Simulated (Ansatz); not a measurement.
## Electronic structure of CH₅AlSi₂ in real space

```xyz
9

Al   -0.9339    1.9270   -1.4973
Si   -1.1074   -0.0062   -0.0391
C     0.1790   -0.3808    1.2430
Si    1.7395   -0.9804    0.9048
H    -0.6859    1.8937   -3.0765
H     2.2415   -1.1828   -0.4640
H    -2.4182    0.0197    0.6793
H    -0.0945   -0.2899    2.2920
H     2.7231   -1.3355    1.9408
```

These are results of RHF/def2-SVP (Ansatz), not measurements.

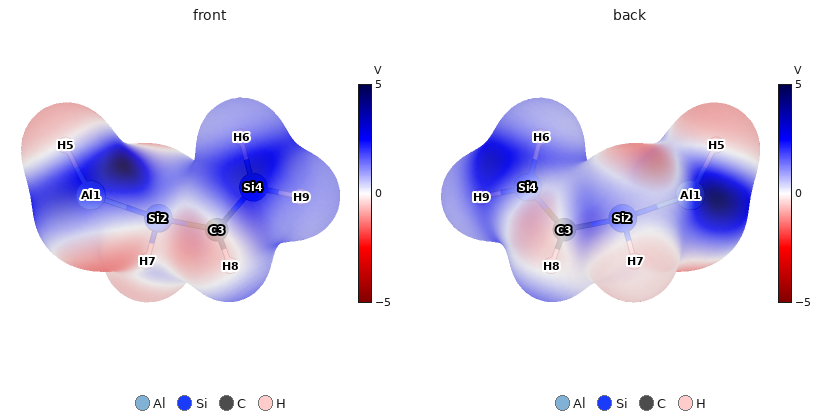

Figure 1. The electrostatic potential painted on the density surface at 0.004 e/bohr³, seen from the front and from behind; red is negative and blue positive.

> Describe the electrostatic potential map.

The most negative region (about −1.2 V) lies over H7, the most positive (about +4.8 V) over Al1.

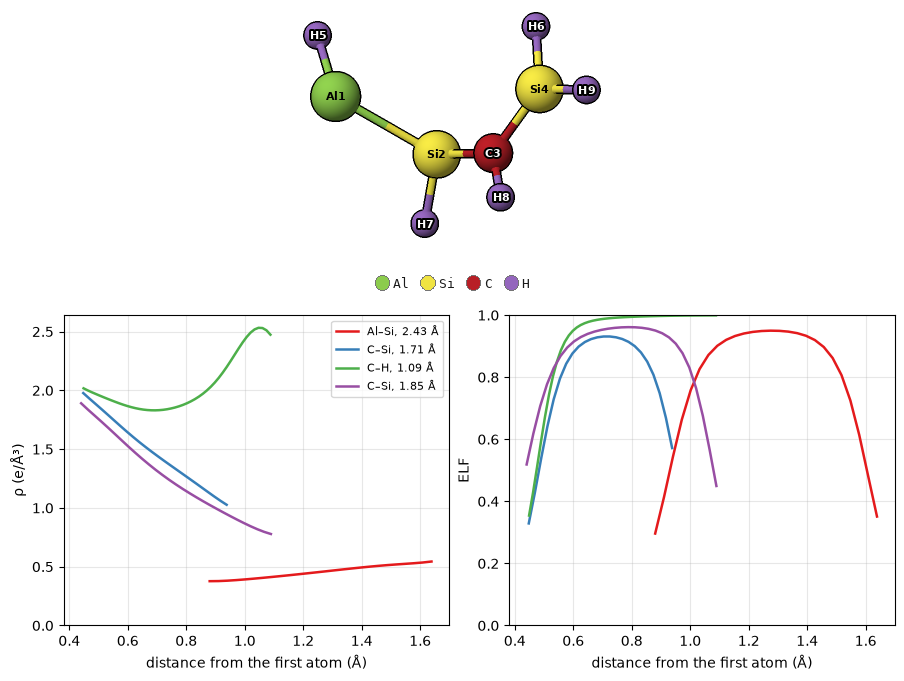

Figure 2. Total electron density and ELF along straight lines between neighbouring atoms. The curves leave out the atomic cores. The structure is drawn too.

> What can be read from the curves?

Al–Si (2.43 Å): ρ is about 0.44 e/Å³ halfway; the ELF peaks at about 0.95 between the atoms, as expected for localised, covalent bonding.
C–Si (1.71 Å): ρ is about 1.2 e/Å³ halfway; the ELF peaks at about 0.95 between the atoms; localised, covalent bonding.
C–H (1.09 Å): the density is about 1.9 e/Å³ at the midpoint; the ELF climbs to about 1 towards the hydrogen, as it does in any bond to H: a covalent bond by its length.
C–Si (1.85 Å): ρ at the midpoint is about 0.96 e/Å³; the ELF peaks at about 0.95 between the atoms (a covalent bond).

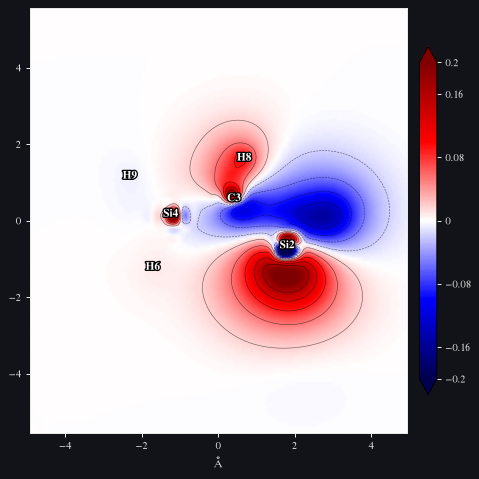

Figure 3. The HOMO−1 on the plane of atoms C3, Si4 and H9 (values in Å⁻³ᐟ²; the overall sign is arbitrary).

> Where does this orbital lie, and at what energy?

Its weight (Hirshfeld) is mainly on C3 (about 35 %), Si4 (about 25 %) and Si2 (about 20 %); π-bonding across C3–Si4. Its energy is −9.21 eV.
